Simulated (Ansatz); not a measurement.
# F2HNbO2: what the fields show

The calculation's input:

```
crystal:
  periodic: [false, false, false]
  atoms:
    - {symbol: F, position_ang: [-0.692961, -0.829055, -1.815132]}
    - {symbol: F, position_ang: [-0.155312, 1.985789, -0.651433]}
    - {symbol: Nb, position_ang: [-0.302212, 0.162056, -0.282611]}
    - {symbol: O, position_ang: [-1.558292, -0.054025, 0.820362]}
    - {symbol: O, position_ang: [1.270827, -0.467869, 0.514329]}
    - {symbol: H, position_ang: [1.480050, -0.860897, 1.368284]}
basis:
  gaussian:
    orbitals: def2-TZVPD
hamiltonian:
  xc: pbe0
output: {forces: true, orbitals: {seedname: orbitals}}
```

Run with:

```sh
ansatz run input.yaml --threads 2 --pin off --max-ram 5220MiB --events-out events.jsonl --progress --plain --runs-dir runs
```

Geometry: PBE0-D4/def2-SVP; core potentials replace the inner electrons of Nb.

Level of theory: Ansatz, isolated molecule in a Gaussian basis; Kohn-Sham density functional theory, functional PBE0.

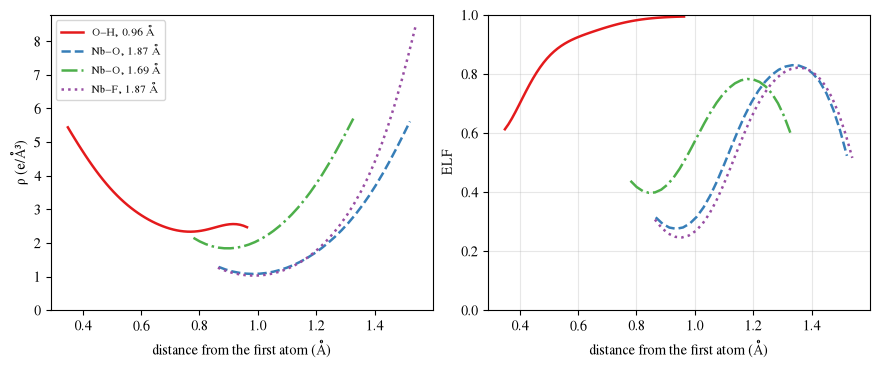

Figure 1. Electron density and ELF along straight lines between neighbouring atoms. The curves leave out the atomic cores.

Q: What can be read from the curves?

A: O–H (0.96 Å): ρ at the midpoint is about 3.8 e/Å³; the ELF climbs to about 1 towards the hydrogen, as it does in any bond to H; an ordinary covalent bond to hydrogen.
Nb–O (1.87 Å): ρ is about 1.1 e/Å³ halfway; the ELF peaks at about 0.85 in the valence shell of O, 0.5 Å from its nucleus, and drops to about 0.30 between the two atoms.
Nb–O (1.69 Å): the density is about 1.9 e/Å³ at the midpoint; the ELF peaks at about 0.80 in the valence shell of O, 0.5 Å from its nucleus, and drops to about 0.40 between the two atoms.
Nb–F (1.87 Å): the density is about 1.1 e/Å³ at the midpoint; the ELF peaks at about 0.80 in the valence shell of F, 0.5 Å from its nucleus, and drops to about 0.25 between the two atoms.

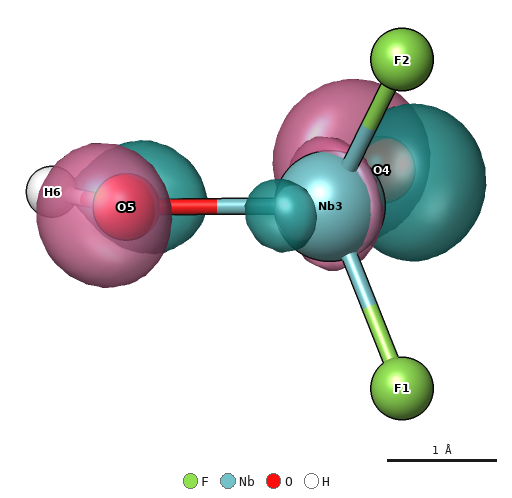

Figure 2. The HOMO−1 at ±0.2 Å⁻³ᐟ² (teal and pink are the two phases), seen at a tilt.

Q: Where does this orbital lie, and at what energy?

A: Its weight (Hirshfeld) is mainly on O4 (about 55 %), O5 (about 25 %) and Nb3 (about 15 %); largely a combination of lone pairs on O4 and O5. Its energy is −10.27 eV.
